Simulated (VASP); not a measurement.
Band structure of PtAl (relaxed from the rock salt structure, space group Fm-3m). All values below come from PBEsol GGA, VASP's PBE PAW potentials (set 64) (plane waves; VASP).

Unless said otherwise, spin-orbit coupling is left out, though it shifts the bands of the heavy elements here.

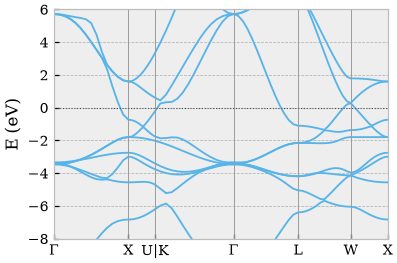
Bands along high-symmetry lines, zero at the valence-band maximum or, without a gap, the Fermi level

**Question.** Read the plot: is there a gap, and where are the band edges?

**Answer.** It has no gap at this level: it comes out as a metal or semimetal. (Edges off the drawn lines would not show.)

The structure was generated: PtAl was put into the rock salt type (Fm-3m), which need not be its known phase. It was relaxed first, which changed the volume by -23 %. The electron count is odd and the run is not spin-polarised, which forces a metal.
